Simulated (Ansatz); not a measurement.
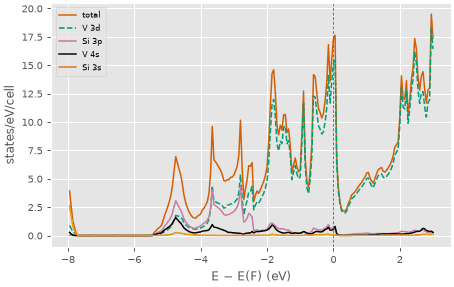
Fig. 1. Total and projected density of states of V3Si (A15 (Cr3Si type), Pm-3n), plane-wave PAW PBEsol (Ansatz code)

Question: Which orbitals carry the states next to the Fermi level?

Answer: Within 0.5 eV of the Fermi level: V 3d 87 %. Projections are on Löwdin-orthogonalised atomic valence shells; empty p or d shells of many metals are not among them.

The cell was relaxed with PBEsol under the symmetry of its start. The workflow began spin-polarised and lost its moments.

Potentials: the later of the program's two PAW sets.
